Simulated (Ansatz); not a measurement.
# CH4BFO2 (SMILES COB(O)F) at PBE-QIDH/def2-SVP

Aim: the vertical ionisation energy of CH4BFO2 at PBE-QIDH/def2-SVP, from 2 runs. 

Program for the calculation: Ansatz 0.2.0.

128 further runs of the same task are left out: 128 set aside as unsound or not needed.

## 1. The molecule

CH4BFO2: 9 atoms, total charge 0, spin state singlet. As SMILES, `COB(O)F`. Geometry: relaxed at PBE0-D4/def2-TZVP. This is one conformer, not always the lowest.

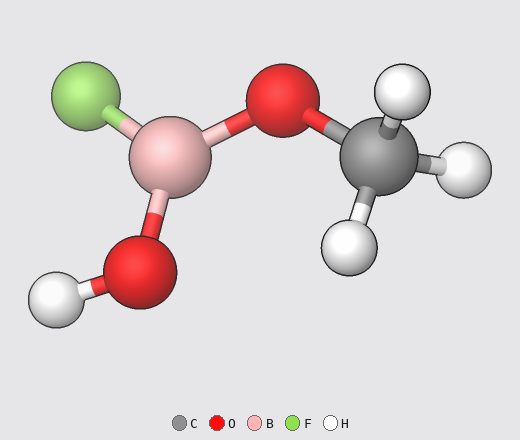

Viewed from a chosen angle; carbon grey, oxygen red, boron pink, fluorine green, hydrogen white.

## 2. A single-point energy at PBE-QIDH/def2-SVP

The input, run.yaml:

```yaml
crystal:
  periodic: [false, false, false]
  atoms:
    - symbol: C
      position_ang: [-0.649300, 0.491300, -1.085900]
    - symbol: O
      position_ang: [-0.487000, 0.689600, 0.304600]
    - symbol: B
      position_ang: [0.320400, -0.085100, 1.049500]
    - symbol: O
      position_ang: [1.040400, -1.114300, 0.524700]
    - symbol: F
      position_ang: [0.401500, 0.187700, 2.355300]
    - symbol: H
      position_ang: [-1.701500, 0.285200, -1.291400]
    - symbol: H
      position_ang: [-0.040700, -0.337700, -1.451200]
    - symbol: H
      position_ang: [-0.363100, 1.407000, -1.606600]
    - symbol: H
      position_ang: [1.567700, -1.570100, 1.184000]
basis:
  gaussian: {orbitals: def2-SVP}
total_charge: 0
hamiltonian: {xc: {name: PBE-QIDH}}
correlation: {frozen_orbitals: {B: 1, C: 1, F: 1, H: 0, O: 1}}
accuracy: high
output: {orbitals: {seedname: orbitals}}
```

The run is started by

```console
$ ansatz run run.yaml --threads 1 --pin off --max-ram 3480MiB --events-out events.jsonl --progress --plain --runs-dir runs
```

What it wrote:

```text
Warning: RAYON_NUM_THREADS=1 ignored (pool sized by the plan → 1); use --threads N
Functional definition: PBE-QIDH
  name "PBE-QIDH"
  parameter a = 3^(-1/3)
  parameter c = 1/3
  exchange = (1 - a)*pbe_x + a*exact_x
  correlation = (1 - c)*pbe_c + c*(mp2_os + mp2_ss)
2107 factors; integrals over basis functions are off by at most 7.3e-9 eV
mean field evaluation 1: about -8563.4726 eV, gradient 4.4e1 eV
mean field evaluation 2: about -8563.5576 eV, gradient 4.4e1 eV
mean field evaluation 4: about -8567.0066 eV, gradient 2.4e0 eV
mean field evaluation 8: about -8567.0266 eV, gradient 5.1e-2 eV
mean field evaluation 16: about -8567.0266 eV, gradient 1.4e-5 eV
mean field -8567.02661012 eV, -314.8324209826 hartree, gradient 8.9e-8 eV, S^2 0.000000; 0 other end points of the search recorded, 0 dependent functions left out
5 core orbitals not correlated: weight in the atoms' cores, before any rotation towards them, 1.000 or more for the frozen orbitals, at most 0.000 for the correlated occupied ones
reference -8567.02661107 eV, -314.8324210176 hartree; 15, 15 occupied and 70, 70 virtual orbitals, 2107 factors
second order -23.57112768 eV of doubles, -0.00000000 eV of singles
Total energy: -8574.88365363 eV, -315.1211620060 hartree
```

Run time: 9.9 s. Hardware: 1 thread of Arm Neoverse V1, shared host; peak memory 0.29 GiB.

## 3. The doublet cation

The input, job.yaml:

```yaml
crystal:
  periodic: [false, false, false]
  atoms:
    - {symbol: C, position_ang: [-0.649300, 0.491300, -1.085900]}
    - {symbol: O, position_ang: [-0.487000, 0.689600, 0.304600]}
    - {symbol: B, position_ang: [0.320400, -0.085100, 1.049500]}
    - {symbol: O, position_ang: [1.040400, -1.114300, 0.524700]}
    - {symbol: F, position_ang: [0.401500, 0.187700, 2.355300]}
    - {symbol: H, position_ang: [-1.701500, 0.285200, -1.291400]}
    - {symbol: H, position_ang: [-0.040700, -0.337700, -1.451200]}
    - {symbol: H, position_ang: [-0.363100, 1.407000, -1.606600]}
    - {symbol: H, position_ang: [1.567700, -1.570100, 1.184000]}
basis:
  gaussian: {orbitals: def2-SVP}
total_charge: 1
magnetization: {spin_polarized: true, initial_magnetization: 1}
hamiltonian: {xc: {name: PBE-QIDH}}
correlation: {frozen_orbitals: {B: 1, C: 1, F: 1, H: 0, O: 1}}
accuracy: high
output: {orbitals: {seedname: orbitals}}
```

The run is started by

```console
$ ansatz run job.yaml --threads 1 --pin off --max-ram 3480MiB --events-out events.jsonl --progress --plain --runs-dir runs
```

What it wrote, cut to the lines that bear on the results:

```text
Warning: RAYON_NUM_THREADS=1 ignored (pool sized by the plan → 1); use --threads N
Functional definition: PBE-QIDH
  name "PBE-QIDH"
[...]
2108 factors; integrals over basis functions are off by at most 7.3e-9 eV
[...]
mean field -8555.74903163 eV, -314.4179776173 hartree, gradient 8.4e-8 eV, S^2 0.761882; 4 other end points of the search recorded, 0 dependent functions left out
5 core orbitals not correlated: weight in the atoms' cores, before any rotation towards them, 1.000 or more for the frozen orbitals, at most 0.000 for the correlated occupied ones
reference -8555.74903256 eV, -314.4179776516 hartree; 15, 14 occupied and 70, 71 virtual orbitals, 2108 factors
second order -22.77431665 eV of doubles, -0.00000000 eV of singles
Total energy: -8563.34047144 eV, -314.6969578849 hartree
```

Wall time 30 s (1 thread of Arm Neoverse V1, shared host); peak memory 0.44 GiB.

## 4. Outcome

At PBE-QIDH/def2-SVP, 5 core orbitals frozen:

| quantity | value |
| --- | --- |
| singlet CH4BFO2: total energy | -315.12116 Eh |
| singlet CH4BFO2: HOMO energy (SCF part's orbitals) | -11.35 eV |
| singlet CH4BFO2: LUMO energy (SCF part's orbitals) | 3.35 eV |
| singlet CH4BFO2: HOMO–LUMO gap (SCF part's orbitals) | 14.70 eV |
| doublet cation: total energy | -314.69696 Eh |
| doublet cation: HOMO energy (SCF part's orbitals) (highest over α and β) | -18.83 eV |
| doublet cation: LUMO energy (SCF part's orbitals) (lowest over α and β) | -11.18 eV |
| doublet cation: ⟨S²⟩ | 0.762 |
| vertical ionisation energy (to the doublet cation) | 11.543 eV |

What this shows: Removing an electron at fixed nuclei costs 11.54 eV (266 kcal/mol). The negative HOMO energy of the first species, 11.35 eV, lies 0.19 eV below that difference.
